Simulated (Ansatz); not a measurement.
CH₆B₂O (SMILES CBBO)

Input file:

```
crystal:
  periodic: [false, false, false]
  atoms:
    - {symbol: C, position_ang: [-1.153958, 0.489237, -0.792666]}
    - {symbol: B, position_ang: [-0.171421, -0.587449, -0.235516]}
    - {symbol: B, position_ang: [0.800042, -0.386709, 1.121646]}
    - {symbol: O, position_ang: [2.062117, 0.114027, 1.192534]}
    - {symbol: H, position_ang: [-2.090024, 0.075107, -1.176809]}
    - {symbol: H, position_ang: [-1.365595, 1.336832, -0.138881]}
    - {symbol: H, position_ang: [-0.638871, 0.892222, -1.681652]}
    - {symbol: H, position_ang: [-0.137532, -1.639797, -0.824315]}
    - {symbol: H, position_ang: [0.350775, -0.722327, 2.193745]}
    - {symbol: H, position_ang: [2.427566, 0.377757, 0.344913]}
basis:
  gaussian: {orbitals: def2-TZVPP}
hamiltonian: {xc: pbe0, dispersion: d4}
output: {orbitals: {seedname: orbitals}}
```

Launched as:

```sh
ansatz run in.yaml --threads 2 --pin off --events-out ev --progress --plain --max-ram 4352MiB
```

Geometry: PBE0-D4/def2-TZVP.

Theory: Ansatz 0.2.0, RKS PBE0-D4/def2-TZVPP.

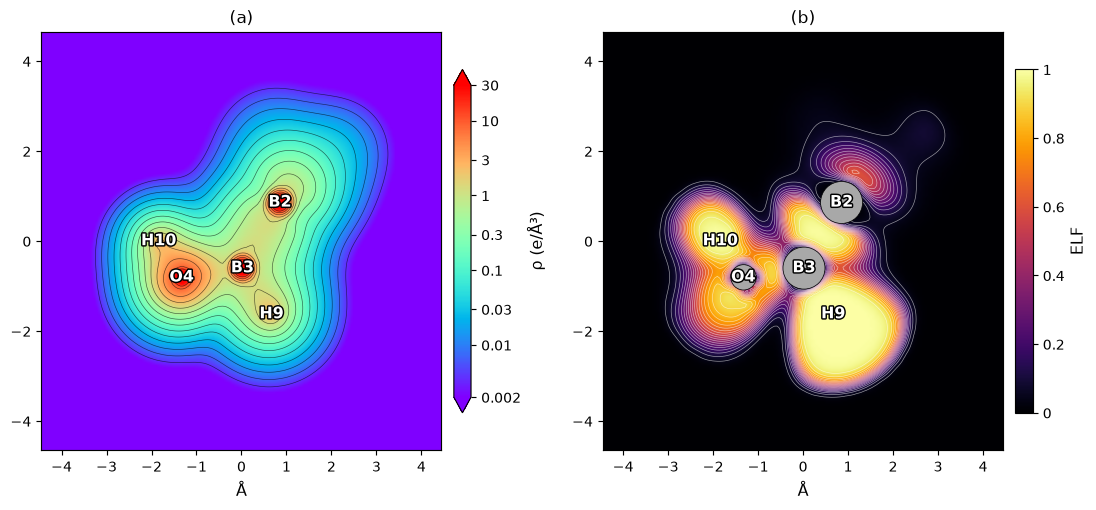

Figure 1. (a) total electron density; (b) electron localisation function on the plane of atoms O4, B3 and H9. Grey discs cover the atomic cores in the ELF map.

Question: Read the bonding off the picture.

Answer:
- Atoms in the plane: B, O and H.
- B–O (1.36 Å): ρ is about 2.1 e/Å³ halfway; the ELF peaks at about 0.90 between the atoms: a polar covalent bond.
- B–B (1.68 Å): the density is about 1.1 e/Å³ at the midpoint; the ELF peaks at about 1 between the atoms; a shared electron pair.
- O–H (0.96 Å): ρ is about 3.9 e/Å³ halfway; the ELF climbs to about 1 towards the hydrogen, as it does in any bond to H (a covalent bond by its length).
- B–H (1.21 Å): ρ at the midpoint is about 1.2 e/Å³; the ELF climbs to about 1 towards the hydrogen: an ordinary covalent bond to hydrogen.
- The ELF also peaks beside O4, away from the bonds: lone-pair regions.

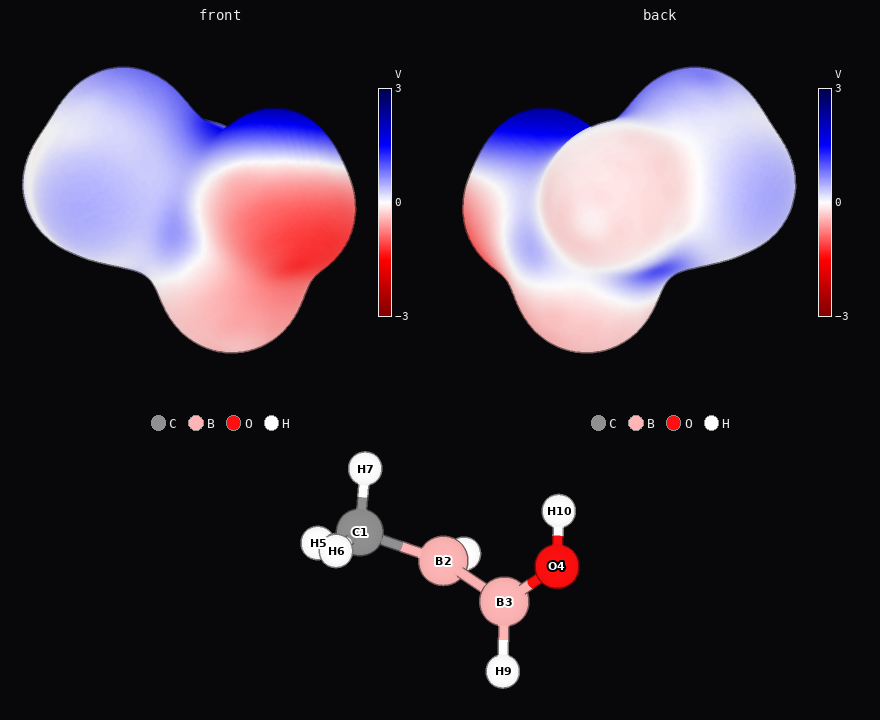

Figure 2. The electrostatic potential painted on the density surface at 0.001 e/bohr³, seen from the front and from behind; the colour scale runs from red (negative) to blue (positive). The bare structure is drawn below in the same view.

Question: Which sites attract a positive test charge, and which a negative one?

Answer: A positive charge is drawn to the negative regions and a negative charge to the positive ones. The most negative region (about −1.2 V, or −28 kcal/mol for a unit charge) lies over O4, the most positive (about +2.2 V, or +51 kcal/mol for a unit charge) over H10. O4 is the likeliest acceptor of a hydrogen bond.

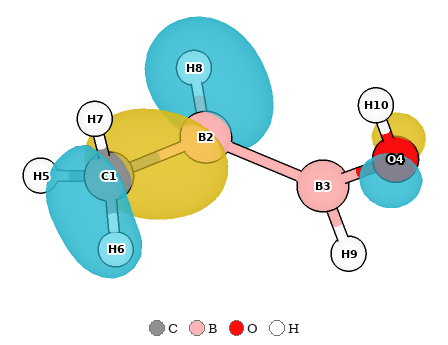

Figure 3. The HOMO−1 at ±0.2 Å⁻³ᐟ² (yellow and cyan are the two phases), seen from one side.

Question: Describe this orbital and give its energy.

Answer: It lies mainly on B2 (about 30 %), C1 (about 30 %), H8 (about 20 %), O4 (about 5 %) and H6 (about 5 %). Its energy is −9.26 eV.
